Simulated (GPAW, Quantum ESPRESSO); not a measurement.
A computed C K-edge spectrum of one site in a crystal of C, with its zero at a photon energy of about 287.4 eV (raw 294.1 eV, less 6.7 eV of added terms; uncertain by a few eV). Method: Quantum ESPRESSO XSpectra, PBE, full core hole (charged cell) in a small cell, dipole transitions, broadening that rises with energy.

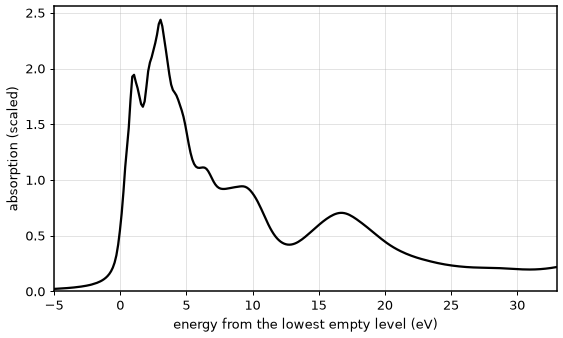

Energy from the lowest empty level; intensity scaled to a mean of 1 over the first 20 eV.

What surroundings does the absorber have?

A K edge sees empty p states; a tetrahedral site has σ* states alone, so there is no π* peak. It is atom 1 of C (Diamond, Fd-3m), with 4 C at 1.54 Å (tetrahedral, site symmetry -43m). Its main maxima below 24 eV lie at 1.0 eV (1.94), 3.0 eV (2.44) and 16.7 eV (0.71). A near-edge spectrum doesn't fix the structure by itself; it is matched against candidates. The holes are only 5.0 Å apart, so the shape is probably not converged with cell size; no larger cell was run here. The structure is a published determination, not relaxed.

[Hosts, paths, dates, database ids (printed as entryN), source tags and the programs' standing remarks are cut or masked in the printed files.]

[Lists of maxima count a maximum above −3 eV only where it reaches 4 % of the highest in the window and stands out from its surroundings by 2 % of it (1.5 % where it reaches 55 %); shoulders and weaker maxima are passed over, and of the rest the first, up to two pre-edge ones and the few strongest are named.]
